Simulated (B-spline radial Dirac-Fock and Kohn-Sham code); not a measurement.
Neutral rubidium. Method: Dirac partial waves in the static Dirac–Fock field with Furness–McCarthy exchange, no polarisation or absorption (computed with a B-spline radial code).

Predict the main features of the following plot. Differential cross section for elastic electron scattering against angle at 221 eV, 275 eV and 3.06 keV, computed at the marked angles.

At 221 eV the cross section is 116 bohr²/sr at 5°, 0.15 at 90° and 1.7 at 175°, with minima near 40°, 80° and 140°; the integral is 20.6 bohr². At 275 eV the cross section is 108 bohr²/sr at 5°, 0.20 at 90° and 1.9 at 175°, with minima near 80° and 135°; the integral is 18.1 bohr². At 3.06 keV the cross section is 35.3 bohr²/sr at 5°, 0.019 at 90° and 0.020 at 175°, with a minimum near 115°; the integral is 4.55 bohr².

Here it is:

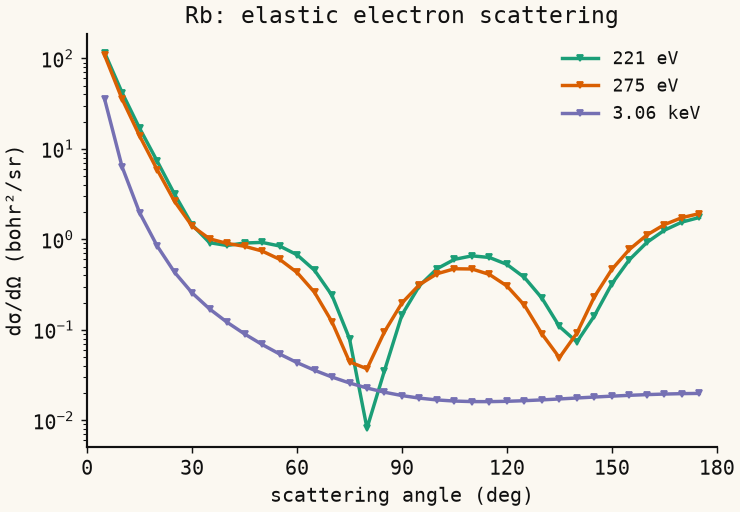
